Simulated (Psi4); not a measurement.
# wB97X/cc-pVDZ run of CH5BO2 (SMILES COBO)

Aim: the energy change on altering one bond length of CH5BO2 at wB97X/cc-pVDZ, from 2 runs. The job is set up through a Python script.

The calculation is run with Psi4 1.11.

**1. The structure to begin with**

CH5BO2 has 9 atoms, charge 0, and is taken as a singlet. As SMILES, `COBO`. Geometry: relaxed at PBE0-D4/def2-TZVP. This is one conformer, not always the lowest.

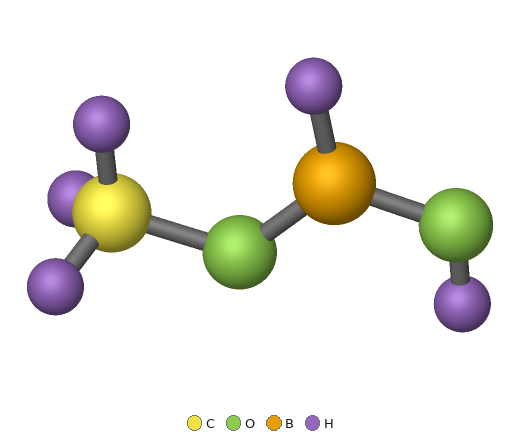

Viewed from a chosen angle; carbon yellow, oxygen green, boron amber, hydrogen purple.

**2. The energy at wB97X/cc-pVDZ**

Input file calc.py:

```python
import psi4

psi4.set_memory('2200 MB')
psi4.set_num_threads(1)
psi4.core.set_output_file('psi4.out', False)

m = psi4.geometry("""
0 1
C      0.281800     0.801900    -1.057400
O     -0.113500     0.454800     0.251000
B     -0.134900    -0.834100     0.671600
O     -0.524600    -1.118500     1.938500
H      0.568100    -0.079800    -1.637600
H      1.131400     1.486400    -1.006200
H     -0.544800     1.307500    -1.561700
H      0.183900    -1.738400    -0.047600
H     -0.758900    -0.326300     2.432200
symmetry c1
no_reorient
no_com
""")

psi4.set_options({
    'basis': 'cc-pVDZ',
    'puream': True,
    'e_convergence': 1e-09,
    'd_convergence': 1e-08,
    'scf_type': 'pk',
    'dft_radial_points': 99,
    'dft_spherical_points': 590,
})

E, wfn = psi4.energy("wb97x", return_wfn=True)
psi4.oeprop(wfn, "LOWDIN_CHARGES", "QUADRUPOLE", "MAYER_INDICES")
print(f'wb97x energy: {E:.10f} Eh')
```

The run is started by

```bash
$ python calc.py
```

psi4.out (excerpt; [...] marks lines left out):

```text
[...]
  Running in c1 symmetry.
[...]
  Nuclear repulsion =  115.438950461155656
[...]
  Multiplicity = 1
[...]
  Nalpha       = 16
  Nbeta        = 16
[...]
    Number of basis functions: 81
[...]
   @RKS iter   1:  -216.28508285327439   -7.46697e-01   7.93849e-03 DIIS/ADIIS
[...]
   @RKS iter  11:  -216.45209081848833   -1.21645e-11   5.86738e-09 DIIS
[...]
    Orbital Energies [Eh]
    ---------------------
    Doubly Occupied:
       1A    -19.218660     2A    -19.213366     3A    -10.320796
       4A     -6.876148     5A     -1.171658     6A     -1.135184
       7A     -0.824418     8A     -0.671952     9A     -0.627456
      10A     -0.582191    11A     -0.571160    12A     -0.486048
      13A     -0.472507    14A     -0.466951    15A     -0.420410
      16A     -0.398143
[...]
  @RKS Final Energy:  -216.45209081848833
   => Energetics <=
    Nuclear Repulsion Energy =            115.4389504611556561
    One-Electron Energy =                -523.5804631902867641
    Two-Electron Energy =                 211.6866768721872347
    DFT Exchange-Correlation Energy =     -19.9972549615444386
    Empirical Dispersion Energy =           0.0000000000000000
    VV10 Nonlocal Energy =                  0.0000000000000000
    Total Energy =                       -216.4520908184883297
[...]
 Multipole Moments:
 ------------------------------------------------------------------------------------
     Multipole            Electronic (a.u.)      Nuclear  (a.u.)        Total (a.u.)
 ------------------------------------------------------------------------------------
 L = 1.  Multiply by 2.5417464519 to convert [e a0] to [Debye]
 Dipole X            :          6.6832382           -6.6306710            0.0525672
 Dipole Y            :          8.2070241           -7.5953762            0.6116479
 Dipole Z            :        -24.3505802           24.0159624           -0.3346178
 Magnitude           :                                                    0.6991749
 L = 2.  Multiply by 1.3450342976 to convert [e a0^2] to [Debye ang]
 Quadrupole XX       :        -36.7177685           19.2177418          -17.5000267
 Quadrupole XY       :        -25.4200323           25.1817395           -0.2382928
[...]
```

Standard output:

```text
wb97x energy: -216.4520908185 Eh
```

It took 26 s on 1 thread of Intel Xeon Platinum 8259CL at 2.50GHz (Skylake/Cascade Lake), shared host; peak memory 1.4 GiB.

**3. The distorted shape**

Input file ch5bo2.xyz:

```xyz
9
CH5BO2
C      0.405793     0.726058    -0.981753
O      0.010493     0.378958     0.326647
B     -0.010907    -0.909942     0.747247
O     -0.400607    -1.194342     2.014147
H      0.692093    -0.155642    -1.561953
H      1.255393     1.410558    -0.930553
H     -0.544800     1.307500    -1.561700
H      0.307893    -1.814242     0.028047
H     -0.634907    -0.402142     2.507847
```

Input file job.py:

```python
import psi4

psi4.set_memory(2200000000)
psi4.set_num_threads(1)
psi4.core.set_output_file('output.dat', False)

with open('ch5bo2.xyz') as f:
    atoms = ''.join(f.readlines()[2:])
mol = psi4.geometry('0 1\n' + atoms + 'symmetry c1')

psi4.set_options({
    'basis': 'cc-pVDZ',
    'reference': 'rks',
    'puream': True,
    'e_convergence': 1e-09,
    'd_convergence': 1e-08,
    'scf_type': 'pk',
    'dft_radial_points': 99,
    'dft_spherical_points': 590,
})

energy_value, wavefunction = psi4.energy('wb97x', return_wfn=True)
psi4.oeprop(wavefunction, 'LOWDIN_CHARGES', 'MULLIKEN_CHARGES', 'MAYER_INDICES')
print('E =', round(energy_value, 9))
for k, v in sorted(psi4.core.scalar_variables().items()):
    print(f'{k:45s} {v:18.10f}')
```

The run is started by

```bash
$ python job.py
```

output.dat (excerpt; [...] marks lines left out):

```text
[...]
  Running in c1 symmetry.
[...]
  Nuclear repulsion =  114.831905604449460
[...]
  Multiplicity = 1
[...]
  Nalpha       = 16
  Nbeta        = 16
[...]
    Number of basis functions: 81
[...]
   @RKS iter   1:  -216.27295775114411   -8.05421e-01   7.93747e-03 ADIIS/DIIS
[...]
   @RKS iter  11:  -216.44091457718548   -1.62572e-11   6.40220e-09 DIIS
[...]
  @RKS Final Energy:  -216.44091457718548
   => Energetics <=
    Nuclear Repulsion Energy =            114.8319056044494602
    One-Electron Energy =                -522.3616638004402830
    Two-Electron Energy =                 211.0442880062551012
    DFT Exchange-Correlation Energy =     -19.9554443874497380
    Empirical Dispersion Energy =           0.0000000000000000
    VV10 Nonlocal Energy =                  0.0000000000000000
    Total Energy =                       -216.4409145771854810
[...]
 Multipole Moments:
 ------------------------------------------------------------------------------------
     Multipole            Electronic (a.u.)      Nuclear  (a.u.)        Total (a.u.)
 ------------------------------------------------------------------------------------
 L = 1.  Multiply by 2.5417464519 to convert [e a0] to [Debye]
 Dipole X            :         -0.9562454            1.0422698            0.0860244
 Dipole Y            :         -1.4881087            2.0610278            0.5729191
 Dipole Z            :          3.8525932           -4.1421065           -0.2895133
 Magnitude           :                                                    0.6476530
[...]
  Mulliken Charges: (a.u.)
   Center  Symbol    Alpha    Beta     Spin     Total
       1     C     2.96647  2.96647  0.00000  0.06706
       2     O     4.09251  4.09251  0.00000 -0.18502
       3     B     2.47885  2.47885  0.00000  0.04229
       4     O     4.05135  4.05135  0.00000 -0.10271
       5     H     0.48185  0.48185  0.00000  0.03631
       6     H     0.47528  0.47528  0.00000  0.04944
       7     H     0.47393  0.47393  0.00000  0.05213
       8     H     0.55692  0.55692  0.00000 -0.11384
       9     H     0.42283  0.42283  0.00000  0.15434
   Total alpha = 16.00000, Total beta = 16.00000, Total charge =  0.00000
[...]
```

Standard output:

```text
E = -216.440914577
CURRENT ENERGY                                   -216.4409145772
CURRENT REFERENCE ENERGY                         -216.4409145772
DD SOLVATION ENERGY                                 0.0000000000
DFT FUNCTIONAL TOTAL ENERGY                      -216.4409145772
DFT TOTAL ENERGY                                 -216.4409145772
DFT VV10 ENERGY                                     0.0000000000
DFT XC ENERGY                                     -19.9554443874
GRID ELECTRONS ALPHA                               16.0000000237
GRID ELECTRONS BETA                                16.0000000237
GRID ELECTRONS TOTAL                               32.0000000473
NUCLEAR REPULSION ENERGY                          114.8319056044
ONE-ELECTRON ENERGY                              -522.3616638004
PCM POLARIZATION ENERGY                             0.0000000000
PE ENERGY                                           0.0000000000
SCF ITERATION ENERGY                             -216.4409145772
SCF ITERATIONS                                     11.0000000000
SCF TOTAL ENERGY                                 -216.4409145772
TWO-ELECTRON ENERGY                               211.0442880063
XC GRID RADIAL POINTS                              99.0000000000
XC GRID SPHERICAL POINTS                          590.0000000000
XC GRID TOTAL POINTS                           498765.0000000000
```

Wall time 26 s (1 thread of Intel Xeon Platinum 8259CL at 2.50GHz (Skylake/Cascade Lake), shared host); peak memory 1.4 GiB.

**4. Summary of results**

Level: wB97X/cc-pVDZ.

| quantity | value |
| --- | --- |
| first shape: total energy | -216.45209 Eh |
| first shape: dipole moment | 1.78 D |
| first shape: HOMO energy | -10.83 eV |
| first shape: LUMO energy | 3.79 eV |
| first shape: HOMO–LUMO gap | 14.63 eV |
| distorted shape: total energy | -216.44091 Eh |
| distorted shape: dipole moment | 1.65 D |
| distorted shape: HOMO energy | -10.77 eV |
| distorted shape: LUMO energy | 3.72 eV |
| distorted shape: HOMO–LUMO gap | 14.48 eV |
| energy change with the C1–H7 bond stretched from 1.092 to 1.256 Å | 0.304 eV |

**Reading.** With the C1–H7 bond stretched from 1.092 to 1.256 Å the energy rises by 0.30 eV (29.3 kJ/mol). The first shape isn't relaxed at this level, so the change isn't measured from a minimum.
